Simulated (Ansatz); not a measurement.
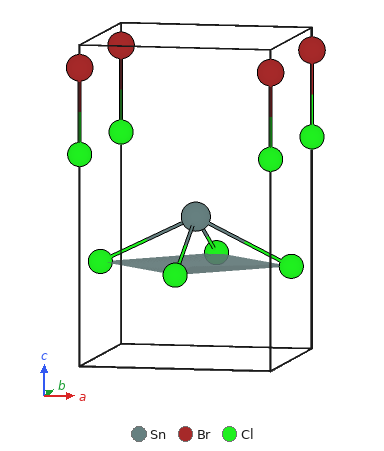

This polyhedral model is shown slightly off an axis. The frame is the conventional unit cell; atoms at its boundary are shown with their periodic copies.

SnBrCl3, space group P4mm (No. 99), a = 4.876 Å, b = 4.876 Å, c = 8.071 Å, α = 90.00°, β = 90.00°, γ = 90.00°. The model was built from a structure type filled with these elements by a generator (whether the compound takes this form wasn't checked). Earlier steps of the study may have refined or changed the cell and positions. An electronic-structure calculation with Ansatz was run on it.

This one geometry was computed with Ansatz (DFT, plane waves, PAW) at three levels of theory: HSE06, PBE and r2SCAN.

**How does the band gap change with the level of theory?**

PBE: a gap of 1.65 eV, indirect; r2SCAN: a gap of 1.90 eV, indirect; HSE06: a gap of 2.71 eV, indirect.

**Collect the results in a table.**

| level | cutoff (eV) | k-mesh of the run's cell | gap (eV) | pressure (GPa) |
| --- | --- | --- | --- | --- |
| HSE06 | 420 | 4×4×2 | 2.71 | -0.8 |
| PBE | 420 | 6×6×4 | 1.65 | 0.0 |
| r2SCAN | 500 | 6×6×4 | 1.90 | -0.9 |

Gaps are taken on the k-mesh or band path of each run.
